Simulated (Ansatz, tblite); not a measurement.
# (H3Si)2CH2 (CH8Si2): charged states by level of theory

What does removing or adding an electron cost or gain for (H3Si)2CH2 (CH8Si2)? Each charged state is run at several levels.

Program: Ansatz 0.2.0, Gaussian basis. Level of theory: as each input shows. These are calculated values, not measurements.

Levels to be run: charge +1 doublet, at the geometry of the singlet (PBE0-D4/def2-TZVP, PBE-D4/def2-TZVP, r2SCAN-D4/def2-TZVP, CCSD(T)/def2-TZVPP); charge -1 doublet, at the geometry of the singlet (PBE0-D4/def2-TZVPD, PBE-D4/def2-TZVPD, r2SCAN-D4/def2-TZVPD); the starting singlet's energies come from earlier runs.

## 1. The geometry

The singlet was relaxed beforehand with PBE-D4/def2-SVP.

11 atoms, charge 0, spin multiplicity 1.

Atoms are counted from 1 here; the program's logs count them from 0.

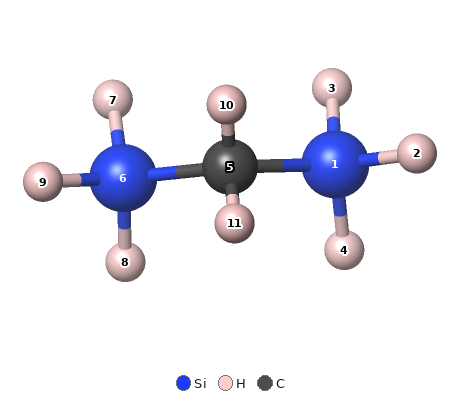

The structure; silicon blue, hydrogen pink, carbon dark grey; atoms are numbered from 1 in the order of the file.

As a file:

```xyz
11
charge 0, multiplicity 1
Si   -0.9312   -1.2607    0.3733
H    -1.5874   -1.7731    1.6279
H     0.0015   -2.3232   -0.1448
H    -1.9993   -1.0220   -0.6606
C     0.0229    0.3409    0.7040
Si    0.9172    1.0510   -0.8062
H     1.9393    0.0677   -1.3117
H    -0.0676    1.3223   -1.9125
H     1.6203    2.3387   -0.4677
H     0.7700    0.1543    1.5056
H    -0.6857    1.1041    1.0925
```

## 2. Charge +1 doublet at the fixed geometry, first pass, PBE0-D4/def2-SVP

Contents of in.yaml:

```yaml
crystal:
  periodic: [false, false, false]
  atoms:
    - {symbol: Si, position_ang: [-0.931177, -1.260672, 0.373342]}
    - {symbol: H, position_ang: [-1.587389, -1.773117, 1.627937]}
    - {symbol: H, position_ang: [0.001455, -2.323176, -0.144777]}
    - {symbol: H, position_ang: [-1.999308, -1.021992, -0.660582]}
    - {symbol: C, position_ang: [0.022907, 0.340903, 0.703978]}
    - {symbol: Si, position_ang: [0.917192, 1.050967, -0.806224]}
    - {symbol: H, position_ang: [1.939256, 0.067744, -1.311701]}
    - {symbol: H, position_ang: [-0.067583, 1.322276, -1.912479]}
    - {symbol: H, position_ang: [1.620349, 2.338668, -0.467674]}
    - {symbol: H, position_ang: [0.769976, 0.154275, 1.505640]}
    - {symbol: H, position_ang: [-0.685678, 1.104134, 1.092550]}
basis:
  gaussian: {orbitals: def2-SVP}
total_charge: 1
magnetization: {spin_polarized: true, initial_magnetization: 1}
hamiltonian: {xc: pbe0, dispersion: d4}
output: {orbitals: {seedname: orbitals}}
```

Command:

```
$ ansatz run in.yaml --threads 4 --pin off --events-out ev --progress --plain --max-ram 3916MiB
```

Output:

```text
Functional definition: PBE0
  name "PBE0"
  cite "Adamo & Barone, J. Chem. Phys. 110, 6158 (1999) doi:10.1063/1.478522"
  cite "Perdew, Burke & Ernzerhof, Phys. Rev. Lett. 77, 3865 (1996) doi:10.1103/PhysRevLett.77.3865"
  parent pbe
  parameter a = 0.25
  parameter kappa = 0.804
  parameter beta = 0.06672455060314922
  exchange = (1 - a)*pbe_x(kappa = kappa, mu = beta*pi^2/3) + a*exact_x
  correlation = pbe_c(beta = beta)
892 factors; integrals over basis functions are off by at most 1.2e-3 eV
mean field evaluation 1: about -16889.0673 eV, gradient 4.0e1 eV
mean field evaluation 2: about -16877.8489 eV, gradient 5.4e1 eV
mean field evaluation 4: about -16897.6968 eV, gradient 2.8e0 eV
mean field evaluation 8: about -16897.8405 eV, gradient 4.8e-1 eV
mean field evaluation 16: about -16897.8446 eV, gradient 9.0e-4 eV
mean field evaluation 32: about -16897.8446 eV, gradient 1.9e-5 eV
mean field evaluation 64: about -16897.5572 eV, gradient 1.3e0 eV
mean field -16897.84461052 eV, -620.9843356663 hartree, gradient 1.9e-5 eV, S^2 0.760659; 8 other end points of the search recorded, 0 dependent functions left out
reference -16897.84463787 eV, -620.9843366713 hartree; 21, 20 occupied and 69, 70 virtual orbitals, 892 factors
Total energy: -16897.99286111 eV, -620.9897837750 hartree
```

Wall time 4 s (4 threads of AMD EPYC 7B13, shared host).

HOMO -14.65 eV, LUMO -12.78 eV (over both spins); ⟨S²⟩ 0.761 (pure: 0.75).

## 3. Charge +1 doublet at the fixed geometry, PBE0-D4/def2-TZVP

start.molden holds the orbitals of an earlier run on this state, given as this run's starting guess.

in.yaml, as its differences from that of step 2:

```diff
@@ -15,3 +15,3 @@
 basis:
-  gaussian: {orbitals: def2-SVP}
+  gaussian: {orbitals: def2-TZVP, initial_orbitals: start.molden}
 total_charge: 1
@@ -19,2 +19,3 @@
 hamiltonian: {xc: pbe0, dispersion: d4}
+scf: {omitted_lower_state_checks: [starts]}
 output: {orbitals: {seedname: orbitals}}
```

Launched as before.

Output:

```text
Functional definition: PBE0
  name "PBE0"
  cite "Adamo & Barone, J. Chem. Phys. 110, 6158 (1999) doi:10.1063/1.478522"
  cite "Perdew, Burke & Ernzerhof, Phys. Rev. Lett. 77, 3865 (1996) doi:10.1103/PhysRevLett.77.3865"
  parent pbe
  parameter a = 0.25
  parameter kappa = 0.804
  parameter beta = 0.06672455060314922
  exchange = (1 - a)*pbe_x(kappa = kappa, mu = beta*pi^2/3) + a*exact_x
  correlation = pbe_c(beta = beta)
these checks for a lower state are left out or cut short: starts
1068 factors; their error is unknown
mean field evaluation 1: about -16902.8325 eV, gradient 6.9e1 eV
mean field evaluation 2: about -16904.5230 eV, gradient 2.0e0 eV
mean field evaluation 4: about -16904.6051 eV, gradient 1.5e-1 eV
mean field evaluation 8: about -16904.6052 eV, gradient 2.3e-5 eV
mean field -16904.60516075 eV, -621.2327813045 hartree, gradient 2.3e-5 eV, S^2 0.761311; 0 other end points of the search recorded, 0 dependent functions left out
reference -16904.60519881 eV, -621.2327827034 hartree; 21, 20 occupied and 132, 133 virtual orbitals, 1068 factors
Total energy: -16904.75342206 eV, -621.2382298071 hartree
Checks for a lower state left out: starts
```

Run time: 2.9 s. Hardware: 4 threads of AMD EPYC 7B13, shared host.

HOMO -14.64 eV, LUMO -12.68 eV (over both spins); ⟨S²⟩ 0.761 (pure: 0.75).

## 4. Charge +1 doublet at the fixed geometry, PBE-D4/def2-TZVP

in.yaml, as its differences from that of step 3:

```diff
@@ -18,3 +18,3 @@
 magnetization: {spin_polarized: true, initial_magnetization: 1}
-hamiltonian: {xc: pbe0, dispersion: d4}
+hamiltonian: {xc: pbe, dispersion: d4}
 scf: {omitted_lower_state_checks: [starts]}
```

Launched as before.

Output:

```text
Functional definition: PBE
  name "PBE"
  cite "Perdew, Burke & Ernzerhof, Phys. Rev. Lett. 77, 3865 (1996) doi:10.1103/PhysRevLett.77.3865"
  parent pbe
  parameter kappa = 0.804
  parameter beta = 0.06672455060314922
  exchange = pbe_x(kappa = kappa, mu = beta*pi^2/3)
  correlation = pbe_c(beta = beta)
these checks for a lower state are left out or cut short: starts
1036 factors; their error is unknown
mean field evaluation 1: about -16902.7867 eV, gradient 6.8e0 eV
mean field evaluation 2: about -16902.8996 eV, gradient 2.4e-1 eV
mean field evaluation 4: about -16902.8315 eV, gradient 2.5e0 eV
mean field evaluation 8: about -16902.8937 eV, gradient 3.1e-2 eV
mean field evaluation 16: about -16902.8937 eV, gradient 8.1e-5 eV
mean field -16902.89373620 eV, -621.1698876127 hartree, gradient 5.0e-6 eV, S^2 0.754128; 0 other end points of the search recorded, 0 dependent functions left out
reference -16902.89378690 eV, -621.1698894756 hartree; 21, 20 occupied and 132, 133 virtual orbitals, 1036 factors
Total energy: -16903.06925258 eV, -621.1763377205 hartree
Checks for a lower state left out: starts
```

It took 2.8 s on 4 threads of AMD EPYC 7B13, shared host.

From the report: HOMO -13.33 eV, LUMO -13.27 eV (over both spins); ⟨S²⟩ 0.754 (pure: 0.75).

## 5. Charge +1 doublet at the fixed geometry, r2SCAN-D4/def2-TZVP

in.yaml, as its differences from that of step 4:

```diff
@@ -18,3 +18,3 @@
 magnetization: {spin_polarized: true, initial_magnetization: 1}
-hamiltonian: {xc: pbe, dispersion: d4}
+hamiltonian: {xc: r2scan, dispersion: d4}
 scf: {omitted_lower_state_checks: [starts]}
```

Same command.

Output:

```text
Functional definition: r2SCAN
  name "r2SCAN"
  cite "Furness, Kaplan, Ning, Perdew & Sun, J. Phys. Chem. Lett. 11, 8208 (2020) doi:10.1021/acs.jpclett.0c02405"
  cite "Furness, Kaplan, Ning, Perdew & Sun, J. Phys. Chem. Lett. 11, 9248 (2020) doi:10.1021/acs.jpclett.0c03077"
  parent r2scan
  parameter k0 = 0.174
  parameter k1 = 0.065
  parameter a1 = 4.9479
  exchange = r2scan_x(k0 = k0, k1 = k1, a1 = a1)
  correlation = r2scan_c
these checks for a lower state are left out or cut short: starts
1036 factors; their error is unknown
mean field evaluation 1: about -16910.6589 eV, gradient 4.6e0 eV
mean field evaluation 2: about -16910.6979 eV, gradient 8.6e-2 eV
mean field evaluation 4: about -16910.6795 eV, gradient 2.2e-2 eV
mean field evaluation 8: about -16910.6795 eV, gradient 2.2e-5 eV
mean field -16910.67954835 eV, -621.4560109315 hartree, gradient 6.4e-6 eV, S^2 0.762296; 0 other end points of the search recorded, 0 dependent functions left out
reference -16910.67956615 eV, -621.4560115856 hartree; 21, 20 occupied and 132, 133 virtual orbitals, 1036 factors
Total energy: -16910.72121222 eV, -621.4575420506 hartree
Checks for a lower state left out: starts
```

Run time: 7.5 s. Hardware: 4 threads of AMD EPYC 7B13, shared host.

HOMO -13.65 eV, LUMO -13.31 eV (over both spins); ⟨S²⟩ 0.762 (pure: 0.75).

## 6. Charge +1 doublet at the fixed geometry, CCSD(T)/def2-TZVPP

in.yaml, as its differences from that of step 5:

```diff
@@ -15,7 +15,7 @@
 basis:
-  gaussian: {orbitals: def2-TZVP, initial_orbitals: start.molden}
+  gaussian: {orbitals: def2-TZVPP, initial_orbitals: start.molden}
 total_charge: 1
 magnetization: {spin_polarized: true, initial_magnetization: 1}
-hamiltonian: {xc: r2scan, dispersion: d4}
-scf: {omitted_lower_state_checks: [starts]}
+correlation: {method: ccsd_t}
+scf: {omitted_lower_state_checks: [starts, cluster_reference]}
 output: {orbitals: {seedname: orbitals}}
```

The command is unchanged.

Output:

```text
Functional definition: HF
  name "HF"
  cite "Fock, Z. Phys. 61, 126 (1930) doi:10.1007/BF01340294"
  parent pbe
  exchange = exact_x
  correlation = 0
these checks for a lower state are left out or cut short: starts, cluster_reference
1270 factors; integrals over basis functions are off by at most 7.9e-4 eV
mean field evaluation 1: about -16871.4932 eV, gradient 2.0e1 eV
mean field evaluation 2: about -16872.4633 eV, gradient 1.4e0 eV
mean field evaluation 4: about -16872.5578 eV, gradient 7.1e-3 eV
mean field evaluation 8: about -16872.5589 eV, gradient 1.7e-6 eV
mean field -16872.55885706 eV, -620.0551013657 hartree, gradient 2.3e-6 eV, S^2 0.772400; 0 other end points of the search recorded, 0 dependent functions left out
11 core orbitals not correlated: weight in the atoms' cores, before any rotation towards them, 1.000 or more for the frozen orbitals, at most 0.000 for the correlated occupied ones
reference -16872.55885706 eV, -620.0551013657 hartree; 10, 9 occupied and 206, 207 virtual orbitals, 1270 factors
second order -10.97010758 eV of doubles, -0.00000000 eV of singles
cycle   1  -12.17285470 eV  change    -1.2e0 eV  update   9.4e-2
cycle   2  -12.66844698 eV  change   -5.0e-1 eV  update   3.4e-2
cycle   3  -12.72761629 eV  change   -5.9e-2 eV  update   2.1e-2
cycle   4  -12.72790943 eV  change   -2.9e-4 eV  update   1.4e-2
cycle   5  -12.72940309 eV  change   -1.5e-3 eV  update   1.0e-2
cycle   6  -12.73851887 eV  change   -9.1e-3 eV  update   7.7e-3
cycle   7  -12.74195695 eV  change   -3.4e-3 eV  update   3.8e-3
cycle   8  -12.74356611 eV  change   -1.6e-3 eV  update   1.5e-3
cycle   9  -12.74334500 eV  change    2.2e-4 eV  update   5.8e-4
cycle  10  -12.74326438 eV  change    8.1e-5 eV  update   1.7e-4
cycle  11  -12.74327940 eV  change   -1.5e-5 eV  update   5.8e-5
cycle  12  -12.74330232 eV  change   -2.3e-5 eV  update   2.8e-5
cycle  13  -12.74330487 eV  change   -2.5e-6 eV  update   1.1e-5
perturbative correction -0.43534638 eV, -0.0159986845 hartree
Total energy: -16885.73750831 eV, -620.5394078665 hartree
Checks for a lower state left out: starts, cluster_reference
```

Wall time 8.6 min (4 threads of AMD EPYC 7B13, shared host); peak memory 3.2 GiB.

Hartree-Fock HOMO -17.88 eV, LUMO -8.53 eV (over both spins); ⟨S²⟩ 0.772 (pure: 0.75); T1 0.029.

## 7. Vertical ionisation energy

Charged state less starting state, singlet to doublet; the starting state's energies are those of its earlier runs.

Differences are taken before rounding.

| method | vertical ionisation energy (eV) | from CCSD(T)/def2-TZVPP (eV) | time |
| --- | --- | --- | --- |
| HF/def2-TZVPP | 10.14 | -0.87 |  |
| PBE-D4/def2-TZVP | 10.47 | -0.54 | 4 s |
| r2SCAN-D4/def2-TZVP | 10.60 | -0.42 | 9.2 s |
| PBE0-D4/def2-TZVP | 10.76 | -0.25 | 4.1 s |
| MP2/def2-TZVPP | 11.19 | +0.18 |  |
| CCSD/def2-TZVPP | 10.98 | -0.03 |  |
| CCSD(T)/def2-TZVPP | 11.01 | 0 | 9.1 min |

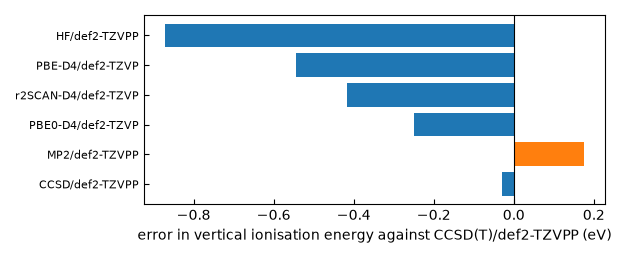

Deviations from CCSD(T)/def2-TZVPP, method by method.

Times add the two runs; a level without a time comes out of a correlated run.

Beside −ε(HOMO) of the starting state:

| level | −ε(HOMO) (eV) | by difference (eV) | mismatch (eV) |
| --- | --- | --- | --- |
| PBE-D4/def2-TZVP | 7.54 | 10.47 | -2.93 |
| r2SCAN-D4/def2-TZVP | 7.83 | 10.60 | -2.77 |
| PBE0-D4/def2-TZVP | 8.78 | 10.76 | -1.99 |

## 8. Charge -1 doublet at the fixed geometry, first pass, PBE0-D4/def2-SVP

in.yaml, as its differences from that of step 6:

```diff
@@ -15,7 +15,6 @@
 basis:
-  gaussian: {orbitals: def2-TZVPP, initial_orbitals: start.molden}
-total_charge: 1
+  gaussian: {orbitals: def2-SVP}
+total_charge: -1
 magnetization: {spin_polarized: true, initial_magnetization: 1}
-correlation: {method: ccsd_t}
-scf: {omitted_lower_state_checks: [starts, cluster_reference]}
+hamiltonian: {xc: pbe0, dispersion: d4}
 output: {orbitals: {seedname: orbitals}}
```

Same command.

Output:

```text
Functional definition: PBE0
  name "PBE0"
  cite "Adamo & Barone, J. Chem. Phys. 110, 6158 (1999) doi:10.1063/1.478522"
  cite "Perdew, Burke & Ernzerhof, Phys. Rev. Lett. 77, 3865 (1996) doi:10.1103/PhysRevLett.77.3865"
  parent pbe
  parameter a = 0.25
  parameter kappa = 0.804
  parameter beta = 0.06672455060314922
  exchange = (1 - a)*pbe_x(kappa = kappa, mu = beta*pi^2/3) + a*exact_x
  correlation = pbe_c(beta = beta)
892 factors; integrals over basis functions are off by at most 1.2e-3 eV
mean field evaluation 1: about -16904.9230 eV, gradient 1.7e1 eV
mean field evaluation 2: about -16904.6083 eV, gradient 1.8e1 eV
mean field evaluation 4: about -16906.3682 eV, gradient 3.0e-1 eV
mean field evaluation 8: about -16906.4283 eV, gradient 3.1e-2 eV
mean field evaluation 16: about -16906.4284 eV, gradient 3.1e-3 eV
mean field evaluation 32: about -16906.1719 eV, gradient 1.7e0 eV
mean field -16906.42842071 eV, -621.2997848724 hartree, gradient 1.1e-5 eV, S^2 0.752789; 6 other end points of the search recorded, 0 dependent functions left out
reference -16906.42845498 eV, -621.2997861318 hartree; 22, 21 occupied and 68, 69 virtual orbitals, 892 factors
Total energy: -16906.65985588 eV, -621.3082899580 hartree
```

It took 2.6 s on 4 threads of AMD EPYC 7B13, shared host.

From the report: HOMO 3.76 eV, LUMO 5.58 eV (over both spins); ⟨S²⟩ 0.753 (pure: 0.75). Doubts: highest occupied level lies above zero.

## 9. Charge -1 doublet at the fixed geometry, PBE0-D4/def2-TZVPD

in.yaml, as its differences from that of step 8:

```diff
@@ -15,3 +15,3 @@
 basis:
-  gaussian: {orbitals: def2-SVP}
+  gaussian: {orbitals: def2-TZVPD, initial_orbitals: start.molden}
 total_charge: -1
@@ -19,2 +19,3 @@
 hamiltonian: {xc: pbe0, dispersion: d4}
+scf: {omitted_lower_state_checks: [starts]}
 output: {orbitals: {seedname: orbitals}}
```

The command is unchanged.

Output:

```text
Functional definition: PBE0
  name "PBE0"
  cite "Adamo & Barone, J. Chem. Phys. 110, 6158 (1999) doi:10.1063/1.478522"
  cite "Perdew, Burke & Ernzerhof, Phys. Rev. Lett. 77, 3865 (1996) doi:10.1103/PhysRevLett.77.3865"
  parent pbe
  parameter a = 0.25
  parameter kappa = 0.804
  parameter beta = 0.06672455060314922
  exchange = (1 - a)*pbe_x(kappa = kappa, mu = beta*pi^2/3) + a*exact_x
  correlation = pbe_c(beta = beta)
these checks for a lower state are left out or cut short: starts
1174 factors; their error is unknown
mean field evaluation 1: about -16911.3548 eV, gradient 7.1e1 eV
mean field evaluation 2: about -16913.7132 eV, gradient 3.4e0 eV
mean field evaluation 4: about -16914.2441 eV, gradient 2.0e-1 eV
mean field evaluation 8: about -16914.2455 eV, gradient 7.9e-3 eV
mean field evaluation 16: about -16914.2455 eV, gradient 3.8e-6 eV
mean field -16914.24554573 eV, -621.5870589183 hartree, gradient 3.8e-6 eV, S^2 0.750974; 0 other end points of the search recorded, 0 dependent functions left out
reference -16914.24559054 eV, -621.5870605649 hartree; 22, 21 occupied and 173, 174 virtual orbitals, 1174 factors
Total energy: -16914.47699144 eV, -621.5955643911 hartree
Checks for a lower state left out: starts
```

It took 5.5 s on 4 threads of AMD EPYC 7B13, shared host; peak memory 0.57 GiB.

HOMO 2.27 eV, LUMO 3.42 eV (over both spins); ⟨S²⟩ 0.751 (pure: 0.75). Doubts: highest occupied level lies above zero.

## 10. Charge -1 doublet at the fixed geometry, PBE-D4/def2-TZVPD

in.yaml, as its differences from that of step 9:

```diff
@@ -18,3 +18,3 @@
 magnetization: {spin_polarized: true, initial_magnetization: 1}
-hamiltonian: {xc: pbe0, dispersion: d4}
+hamiltonian: {xc: pbe, dispersion: d4}
 scf: {omitted_lower_state_checks: [starts]}
```

The command is unchanged.

Output:

```text
Functional definition: PBE
  name "PBE"
  cite "Perdew, Burke & Ernzerhof, Phys. Rev. Lett. 77, 3865 (1996) doi:10.1103/PhysRevLett.77.3865"
  parent pbe
  parameter kappa = 0.804
  parameter beta = 0.06672455060314922
  exchange = pbe_x(kappa = kappa, mu = beta*pi^2/3)
  correlation = pbe_c(beta = beta)
these checks for a lower state are left out or cut short: starts
1132 factors; their error is unknown
mean field evaluation 1: about -16912.3334 eV, gradient 6.8e0 eV
mean field evaluation 2: about -16912.4192 eV, gradient 1.2e-1 eV
mean field evaluation 4: about -16912.3965 eV, gradient 4.4e-3 eV
mean field evaluation 8: about -16912.3965 eV, gradient 2.1e-5 eV
mean field -16912.39652515 eV, -621.5191086651 hartree, gradient 7.9e-6 eV, S^2 0.750741; 0 other end points of the search recorded, 0 dependent functions left out
reference -16912.39658307 eV, -621.5191107938 hartree; 22, 21 occupied and 173, 174 virtual orbitals, 1132 factors
Total energy: -16912.66987866 eV, -621.5291542213 hartree
Checks for a lower state left out: starts
```

Run time: 6 s. Hardware: 4 threads of AMD EPYC 7B13, shared host.

HOMO 2.60 eV, LUMO 2.94 eV (over both spins); ⟨S²⟩ 0.751 (pure: 0.75). Doubts: highest occupied level lies above zero.

## 11. Charge -1 doublet at the fixed geometry, r2SCAN-D4/def2-TZVPD

in.yaml, as its differences from that of step 10:

```diff
@@ -18,3 +18,3 @@
 magnetization: {spin_polarized: true, initial_magnetization: 1}
-hamiltonian: {xc: pbe, dispersion: d4}
+hamiltonian: {xc: r2scan, dispersion: d4}
 scf: {omitted_lower_state_checks: [starts]}
```

The command is unchanged.

Output:

```text
Functional definition: r2SCAN
  name "r2SCAN"
  cite "Furness, Kaplan, Ning, Perdew & Sun, J. Phys. Chem. Lett. 11, 8208 (2020) doi:10.1021/acs.jpclett.0c02405"
  cite "Furness, Kaplan, Ning, Perdew & Sun, J. Phys. Chem. Lett. 11, 9248 (2020) doi:10.1021/acs.jpclett.0c03077"
  parent r2scan
  parameter k0 = 0.174
  parameter k1 = 0.065
  parameter a1 = 4.9479
  exchange = r2scan_x(k0 = k0, k1 = k1, a1 = a1)
  correlation = r2scan_c
these checks for a lower state are left out or cut short: starts
1132 factors; their error is unknown
mean field evaluation 1: about -16920.1919 eV, gradient 4.6e0 eV
mean field evaluation 2: about -16920.2281 eV, gradient 5.6e-2 eV
mean field evaluation 4: about -16920.2063 eV, gradient 8.1e-3 eV
mean field evaluation 8: about -16920.2063 eV, gradient 2.7e-5 eV
mean field -16920.20627161 eV, -621.8061115541 hartree, gradient 6.4e-6 eV, S^2 0.752360; 0 other end points of the search recorded, 0 dependent functions left out
reference -16920.20629523 eV, -621.8061124221 hartree; 22, 21 occupied and 173, 174 virtual orbitals, 1132 factors
Total energy: -16920.27468655 eV, -621.8086257567 hartree
Checks for a lower state left out: starts
```

Wall time 12 s (4 threads of AMD EPYC 7B13, shared host); peak memory 0.6 GiB.

HOMO 2.60 eV, LUMO 3.39 eV (over both spins); ⟨S²⟩ 0.752 (pure: 0.75). Doubts: highest occupied level lies above zero.

## 12. Vertical electron affinity

Starting state less charged state (positive: the electron is bound), singlet to doublet; the starting state's energies are those of its earlier runs.

| level | vertical electron affinity (eV) | time |
| --- | --- | --- |
| PBE-D4/def2-TZVPD | -0.88 | 7.4 s |
| r2SCAN-D4/def2-TZVPD | -1.05 | 14 s |
| PBE0-D4/def2-TZVPD | -1.05 | 7.3 s |

Times add the two runs; a level without a time comes out of a correlated run.

Beside −ε(LUMO) of the starting state:

| level | −ε(LUMO) (eV) | by difference (eV) | mismatch (eV) |
| --- | --- | --- | --- |
| PBE-D4/def2-TZVPD | 0.82 | -0.88 | +1.70 |
| r2SCAN-D4/def2-TZVPD | 0.30 | -1.05 | +1.35 |
| PBE0-D4/def2-TZVPD | 0.09 | -1.05 | +1.14 |

## 13. Summary of results

```
                                             quantity                                   value
 vertical ionisation energy, functionals in def2-TZVP    10.47 (PBE-D4) to 10.76 eV (PBE0-D4)
       vertical ionisation energy, CCSD(T)/def2-TZVPP                                11.01 eV
vertical electron affinity, functionals in def2-TZVPD  -1.05 (r2SCAN-D4) to -0.88 eV (PBE-D4)
```

**Reading.** The vertical ionisation energy spans 10.47 to 10.76 eV over the functionals, beside 11.01 eV from CCSD(T)/def2-TZVPP. −ε(HOMO) misses the level's own difference by -1.99 eV at best (PBE0-D4) and -2.93 eV at worst (PBE-D4). CCSD(T)/def2-TZVPP isn't at the basis-set limit; small misses against it rank nothing. The vertical electron affinity spans -1.05 to -0.88 eV over the functionals. A negative affinity means an unbound electron, held by the basis alone. −ε(LUMO) misses the level's own difference by +1.14 eV at best (PBE0-D4) and +1.70 eV at worst (PBE-D4).
